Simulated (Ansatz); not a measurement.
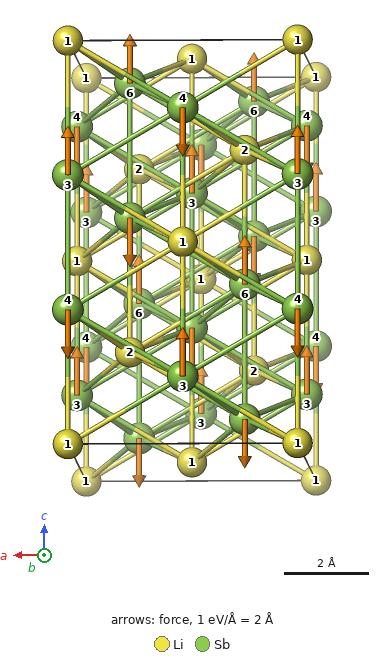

Starting geometry of a crystal of LiSb2 (a generated structure, set up in Fddd) with the computed forces as orange arrows. Style: ball-and-stick. Shown: the conventional cell (4 times the calculation's cell), from a free direction. Lengths and directions refer to the drawn axes.

Computed with DFT, PAW plane waves, PBE (Ansatz 0.2.0).

Input file:
```yaml
crystal:
  lattice:
    - [0.0, 2.764323, 4.72298]
    - [0.0, -2.764323, 4.72298]
    - [4.871363, 2.764323, 0.0]
  atoms:
    - { symbol: Li, position: [0.0, 0.0, 0.0] }
    - { symbol: Li, position: [0.25, 0.25, 0.5] }
    - { symbol: Sb, position: [0.667, 0.333, 0.666] }
    - { symbol: Sb, position: [0.333, 0.667, 0.334] }
    - { symbol: Sb, position: [0.583, 0.917, 0.834] }
    - { symbol: Sb, position: [0.917, 0.583, 0.166] }
  symmetry: { tolerance: 0.0003 }
kpoints:
  mp_grid: { grid: [4, 4, 4], shift: [0, 0, 0] }
magnetization:
  spin_polarized: false
scf:
  occupations: { method: gaussian, width: 0.1229 }
hamiltonian:
  pseudopotentials: { kind: paw }
  xc: pbe
basis:
  ecutwfc: 420
output:
  forces: true
  stress: true
  eigenvalues: true
  write_density: true
  write_potential: true
  elf: true
  volumetric_format: npy
relax:
  max_steps: 40
  cell: {}
```

Launched with:
```bash
ansatz run input.yaml --threads 1 --pin off --max-ram 2560MiB --backend cpu --events-out ev --progress --plain --runs-dir out
```

> Is this structure relaxed? If not, where do the atoms go?

It isn't relaxed: the largest force vector, on Sb atoms, is 0.60 eV/Å. The atoms end up moving mostly along the starting forces (cosine between the two patterns 1.00). The largest moves relative to the cell, 0.14 Å, are those of Sb3, Sb4, Sb5 and Sb6. Sb3 goes along +c. Li stays in place. The volume changes by +16.8 %, with a 5.529 → 5.790 Å (+4.7 %), b 9.446 → 9.907 Å (+4.9 %), c 9.743 → 10.361 Å (+6.3 %). Near-neighbour distances that change, for instance: Sb3–Sb4 3.254 → 3.735 Å, Li1–Sb3 3.208 → 3.445 Å, Sb3–Sb5 2.856 → 3.089 Å, Li1–Sb5 2.853 → 2.958 Å. Bond angles that change, for instance: Sb3–Li2–Sb3 147.1° → 151.7°, Sb3–Li2–Sb5 106.5° → 104.1°, Sb3–Li2–Sb6 73.5° → 75.9°. The space group stays Fddd (No. 70). After 6 accepted moves (7 points after the start) the energy has fallen by 108 meV per atom. The largest force component goes from 0.6 to 0.00088 eV/Å. Pressure: 9.27 GPa at the start and 0.00 GPa at the end. The SCF was repeated once at an unchanged geometry on a basis and grid sized afresh for the cell, which shifted the energy by 0.6 meV per atom at most. Cost: 55 s on 1 thread of Arm Neoverse V1, on a shared host, peak memory 0.42 GiB.
